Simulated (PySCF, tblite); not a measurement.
# C₆H₁₄BP: geometry, infrared bands and NMR shifts

What infrared bands and NMR shifts should C₆H₁₄BP (`[BH3-][P@H+]1CCC(C)=C1C`) show?

The runs use tblite 0.8.0 and PySCF 2.14.0, with density-fitted response routines of our own; the level of theory stands in each step. All values are computed, except where a source is named. Atoms are numbered from 0 throughout.

## (1) The starting structure

22 atoms, charge 0, multiplicity 1; geometry from: force field or distance geometry start.

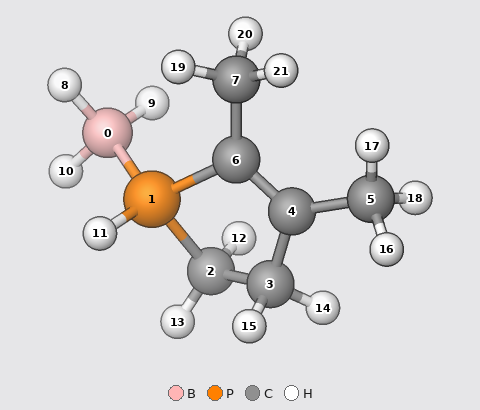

The starting geometry (boron pink, phosphorus orange, carbon grey, hydrogen white), atoms numbered.

## (2) Relaxing the molecule with GFN2-xTB

The job: settings as JSON, then the geometry in Å.

```
{"job": {"kind": "relax", "xc": "GFN2-xTB", "basis": "xTB"}, "charge": 0, "multiplicity": 1}
B     -2.763300     0.348000    -0.161500
P     -1.230100    -0.657700    -0.373000
C     -0.342500    -0.104000    -1.875700
C      1.040900    -0.402400    -1.434100
C      1.243700    -0.074900    -0.011600
C      2.586300     0.325800     0.541500
C      0.142700    -0.149600     0.700500
C     -0.049900     0.114200     2.160600
H     -3.444800     0.010000     0.783700
H     -2.585900     1.526300    -0.161200
H     -3.466300     0.151000    -1.133800
H     -1.428400    -2.041700    -0.353900
H     -0.470000     1.016200    -1.895300
H     -0.687700    -0.608400    -2.780900
H      1.736300     0.213100    -2.029300
H      1.279300    -1.470200    -1.598800
H      3.372500    -0.410200     0.211500
H      2.562500     0.368300     1.631600
H      2.894100     1.298800     0.104300
H     -0.784200    -0.615800     2.573000
H     -0.494500     1.119900     2.358200
H      0.878700     0.062500     2.743500
```

Run with:

```console
$ OMP_NUM_THREADS=1 python probes_run.py task.json out
```

This one command runs all jobs of the session in turn.

**Question.** This job is followed by: GFN2-xTB harmonic vibrations, gas phase; GIAO PBE0/pcSseg-1 NMR shielding, non-relativistic, gas phase. Predict these results of the whole session: strongest single infrared mode (GFN2-xTB); zero-point energy (GFN2-xTB); 13C shifts against TMS (PBE0/pcSseg-1); 1H shifts against TMS (PBE0/pcSseg-1, means over atoms taken as alike); 11B shifts against BF3·OEt2 (PBE0/pcSseg-1); 31P shifts against H3PO4 (PBE0/pcSseg-1).

As calculated:

| quantity | value |
| --- | --- |
| strongest single infrared mode (GFN2-xTB) | 2191 cm⁻¹, 315 km/mol |
| zero-point energy (GFN2-xTB) | 113.4 kcal/mol |
| 13C shifts against TMS (PBE0/pcSseg-1) | 155.3, 131.3, 43.1, 23.5, 18.2, 15.0 ppm |
| 1H shifts against TMS (PBE0/pcSseg-1, means over atoms taken as alike) | 5.57, 2.64, 2.59, 2.07, 2.02, 1.92, 1.87, 0.86 ppm |
| 11B shifts against BF3·OEt2 (PBE0/pcSseg-1) | -50.5 ppm |
| 31P shifts against H3PO4 (PBE0/pcSseg-1) | 0.3 ppm |

**Reading.** Over 140 steps the energy fell by 0.760 eV; of the close pairs, B0–P1 changed most, 1.846 to 1.914 Å. No mode is imaginary among the 60: a minimum at this level. The strongest single mode, at 2191 cm⁻¹, moves mainly H11. Unscaled tight-binding wavenumbers are off by several per cent, some by more. Its intensities can rank the bands wrongly.
